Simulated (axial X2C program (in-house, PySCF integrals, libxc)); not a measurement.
# A two-component session on AsB: properties at the nuclei

Aim: properties at the nuclei of AsB, with spin–orbit coupling in the Hamiltonian from the start.

The runs use an in-house X2C program for linear molecules on PySCF integrals; two-component X2C with atomic mean-field terms, As dyall-cv3z, B dyall-v3z.

All values are calculated.

### 1 The job

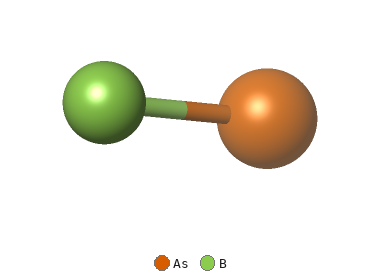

The two atoms at 2.060 Å (arsenic orange, boron green).

The input, task.json:

```json
{"zs": [33, 5], "q": 0, "bas": ["dyall-cv3z", "dyall-v3z"], "r0": 2.06, "levels": ["PBE0", "HF", "PBE", "LDA", "BHandHLYP"], "nst": 3}
```

Keys: zs atomic numbers; q charge; bas basis sets; r0 starting distance in Å; levels methods (HF also brings MP2); nst determinants followed.

Started as:

```
$ python soeom.py task.json out
```

Nuclei are Gaussian, cores are contracted, and the Gaunt term is on.

### 2 Expectation values, lowest determinant

R = 1.844 Å. State: Ω = 2 (excess of +ω over −ω: ω = 1/2, ω = 3/2).

Output of the PBE0 run:

```text
two-component X2C + atomic mean field  PBE0
basis functions 145  fitting functions 854  grid points 5075
iter        total energy     max residual
   1      -2284.511047032     1.99e-05
   2      -2284.511047045     1.91e-05
   3      -2284.511047050     1.60e-05
   4      -2284.511047056     5.80e-06
   5      -2284.511047058     1.89e-06
converged
one-electron -3271.44006436  Coulomb 1028.39515833  exact exchange -21.60078754  xc functional -66.41014649  nuclear repulsion 47.35045542  atomic mean-field constant -0.80566242
```

The highest occupied spinor is 65% As p, 30% B p, 4% B d.

```
    level  Eeff magnitude (GV/cm)  Ws magnitude As (kHz)  A∥/gI As (MHz)  qzz As (a.u.)  A∥/gI B (MHz)  qzz B (a.u.)  μ (D)
     PBE0                   0.516                 0.0969             215          -1.82           87.6         -0.25  -0.14
       HF                    0.71                  0.135             233          -2.41           99.7         -0.33   0.49
      PBE                   0.415                 0.0759             225          -1.78           87.3         -0.23  -0.35
      LDA                   0.343                 0.0599             257          -1.82           88.6         -0.23  -0.36
BHandHLYP                   0.524                 0.0969             207          -1.65           90.6         -0.29   0.05
```

Eeff is the effective electric field on the electron dipole moment in this Ω state and Ws the scalar–pseudoscalar constant (defined with the proton number Z and per Ω); A∥ is the parallel hyperfine constant, which follows by multiplying with the nuclear g factor gI = μI/(I μN); qzz is the electric field gradient, eQq0 = 234.96 MHz × Q/barn × qzz; μ is positive if B is the positive end. The operators were transformed with the bare-nucleus X2C matrices.

### 3 Expectation values, a higher determinant

R = 1.844 Å. State: Ω = 1 (excess of +ω over −ω: ω = -1/2, ω = 3/2), 0.14 eV above the lowest in the PBE0 search for states (made at or near this distance, with looser thresholds).

Output of the PBE0 run:

```text
two-component X2C + atomic mean field  PBE0
basis functions 145  fitting functions 854  grid points 5075
iter        total energy     max residual
   1      -2284.505844625     6.70e-06
   2      -2284.505844628     1.02e-05
   3      -2284.505844629     4.79e-06
converged
one-electron -3271.44437075  Coulomb 1028.40161604  exact exchange -21.60004028  xc functional -66.40784264  nuclear repulsion 47.35045542  atomic mean-field constant -0.80566242
```

The highest occupied spinor is 56% As p, 40% B p, 3% B d.

```
    level  Eeff magnitude (GV/cm)  Ws magnitude As (kHz)  A∥/gI As (MHz)  qzz As (a.u.)  A∥/gI B (MHz)  qzz B (a.u.)  μ (D)
     PBE0                   0.185                 0.0857             259          -1.56           -135         -0.27  -0.10
       HF                  0.0887                 0.0455           -2.33          -2.42           -171         -0.32   0.36
      PBE                   0.124                  0.059             270          -1.54           -131         -0.25  -0.33
      LDA                   0.103                 0.0495             278          -1.56           -134         -0.25  -0.31
BHandHLYP                   0.193                 0.0877             296          -1.48           -143         -0.31   0.09
```

### 4 Expectation values, a higher determinant

R = 1.844 Å. State: Ω = 1 (excess of +ω over −ω: 2 × ω = 1/2), 0.25 eV above the lowest in the PBE0 search for states (made at or near this distance, with looser thresholds).

Output of the PBE0 run:

```text
two-component X2C + atomic mean field  PBE0
basis functions 145  fitting functions 854  grid points 5075
iter        total energy     max residual
   1      -2284.501973049     1.83e-05
   2      -2284.501973061     1.98e-05
   3      -2284.501973064     1.34e-05
   4      -2284.501973069     4.40e-06
   5      -2284.501973071     2.46e-06
converged
one-electron -3271.38649953  Coulomb 1028.34795888  exact exchange -21.60041963  xc functional -66.40780580  nuclear repulsion 47.35045542  atomic mean-field constant -0.80566242
```

The highest occupied spinor is 53% As p, 43% B p, 2% B d.

```
    level  Eeff magnitude (GV/cm)  Ws magnitude As (kHz)  A∥/gI As (MHz)  qzz As (a.u.)  A∥/gI B (MHz)  qzz B (a.u.)  μ (D)
     PBE0                   0.379                  0.168             697          -1.75            196         -0.27  -0.12
       HF                   0.236                  0.109             437          -2.52            273         -0.31   0.36
      PBE                   0.302                  0.134             741          -1.72            191         -0.24  -0.35
      LDA                   0.296                   0.13             765          -1.75            195         -0.24  -0.32
BHandHLYP                   0.428                  0.187             660          -1.66            202         -0.31   0.08
```

### 5 What came out

| quantity | value |
| --- | --- |
| lowest determinant | Ω = 2 (excess of +ω over −ω: ω = 1/2, ω = 3/2) |
| Eeff magnitude (GV/cm), PBE0 | 0.516 |
| Ws magnitude As (kHz), PBE0 | 0.0969 |
| A∥/gI As (MHz), PBE0 | 215 |
| qzz As (a.u.), PBE0 | -1.82 |
| higher determinant | Ω = 1 (excess of +ω over −ω: ω = -1/2, ω = 3/2) |
| Eeff magnitude (GV/cm), PBE0, higher determinant | 0.185 |
| Ws magnitude As (kHz), PBE0, higher determinant | 0.0857 |
| A∥/gI As (MHz), PBE0, higher determinant | 259 |
| qzz As (a.u.), PBE0, higher determinant | -1.56 |
| higher determinant | Ω = 1 (excess of +ω over −ω: 2 × ω = 1/2) |
| Eeff magnitude (GV/cm), PBE0, higher determinant | 0.379 |
| Ws magnitude As (kHz), PBE0, higher determinant | 0.168 |
| A∥/gI As (MHz), PBE0, higher determinant | 697 |
| qzz As (a.u.), PBE0, higher determinant | -1.75 |

What this shows: In the first state, the effective field runs from 0.343 to 0.71 GV/cm over the mean-field levels, so the levels don't agree on it. The expectation values come from single determinants, which for open shells can mix terms of unlike spin or miss the lowest Ω, so a determinant need not be a state. Eeff is the effective electric field on the electron dipole moment in this Ω state and Ws the scalar–pseudoscalar constant (defined with the proton number Z and per Ω); A∥ is the parallel hyperfine constant, which follows by multiplying with the nuclear g factor gI = μI/(I μN); qzz is the electric field gradient, eQq0 = 234.96 MHz × Q/barn × qzz; μ is positive if B is the positive end. The operators were transformed with the bare-nucleus X2C matrices.
